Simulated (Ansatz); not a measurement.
**Converging shifted k-point meshes: TiRh3 (P4mm, 4 atoms in the cell)**

```
CELL_PARAMETERS angstrom
      3.80684     0.00000     0.00000
      0.00000     3.80684     0.00000
      0.00000     0.00000     3.80684
ATOMIC_POSITIONS crystal
  Ti 0.00000 0.00000 0.01313
  Rh 0.50000 0.50000 0.00000
  Rh 0.00000 0.50000 0.50000
  Rh 0.50000 0.00000 0.50000
```

Level of theory: LDA (PW92), default PAW files made with PBE (plane waves; Ansatz, a first-principles code).

Base settings: basis.ecutwfc = 30.9 Ry; kpoints.mp_grid.grid = 9 9 9; hamiltonian.xc = lda; hamiltonian.pseudopotentials = {kind: paw} (the program's default PAW files); scf.occupations.method = fermi_dirac; scf.occupations.width = 0.0073 Ry.

In this ladder: kpoints.mp_grid.shift = 0.5 0.5 0.5.

Only quantities that move along the ladder and can be compared are tabulated.

The count of work is k-points × plane waves × bands × iterations; it is no time. Core times come from one kind of shared machine, to one figure; runs under 30 s give none.

The starting cell comes from a database of computed structures (which also holds hypothetical and non-ambient phases and stackings), without a prior relaxation at this level. Its lattice was rescaled by up to half a per cent. One atom was moved a little off its site on purpose. Spin polarisation is off. In the base run, with a pressure of about -7 GPa the cell is away from its equilibrium volume at this level. Ansatz's pressure includes its estimate of the finite-basis (Pulay) stress.

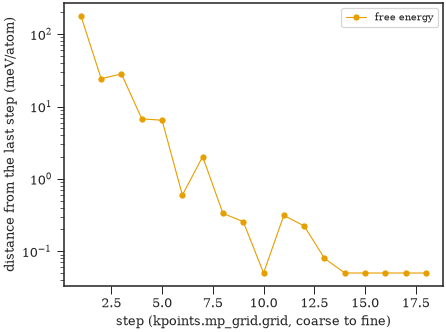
Distance from the last step along the ladder; very small values are drawn at a floor.

```tsv
kpoints.mp_grid.grid	free energy less the last step's (meV/atom)	pressure (GPa)	largest difference of a force vector from the last step's (eV/Å)	count of work / last	core time / last (rough)
2 2 2	-179.16	-9.15	0.201	0.00079	–
3 3 3	-24.31	-7.22	0.006	0.0041	–
4 4 4	28.19	-6.49	0.009	0.0048	–
5 5 5	6.76	-7.07	0.007	0.012	–
6 6 6	-6.46	-7.36	0.009	0.012	–
7 7 7	-0.60	-7.13	0.010	0.027	–
8 8 8	2.03	-7.09	0.002	0.027	–
9 9 9	0.33	-7.13	0.003	0.051	–
10 10 10	-0.26	-7.17	0.000	0.051	–
11 11 11	0.00	-7.17	0.001	0.086	–
12 12 12	-0.31	-7.16	0.000	0.086	–
14 14 14	0.22	-7.15	0.000	0.13	–
15 15 15	-0.08	-7.16	0.001	0.20	–
17 17 17	0.05	-7.16	0.000	0.28	0.3
19 19 19	0.00	-7.16	0.000	0.37	0.4
21 21 21	0.00	-7.16	0.000	0.49	0.5
23 23 23	0.01	-7.16	0.000	0.64	0.7
26 26 26	0.01	-7.16	0.000	0.80	0.9
28 28 28	0.00	-7.16	0.000	1.0	1
```

Coarsest kpoints.mp_grid.grid that holds the forces within 0.005 eV/Å of the last step, with all finer ones: 8 8 8, at 0.027 of the last step's count of work; the step before is off by 0.010 eV/Å.

Coarsest kpoints.mp_grid.grid that holds the free energy within 5 meV/atom of the last step, with all finer ones: 7 7 7, at 0.027 of the last step's count of work; the step before is off by 6.5 meV/atom.

Coarsest kpoints.mp_grid.grid that holds the pressure within 1 GPa of the last step, with all finer ones: 3 3 3, at 0.0041 of the last step's count of work; the step before is off by 2.0 GPa.

Keys are those of Ansatz 0.2.
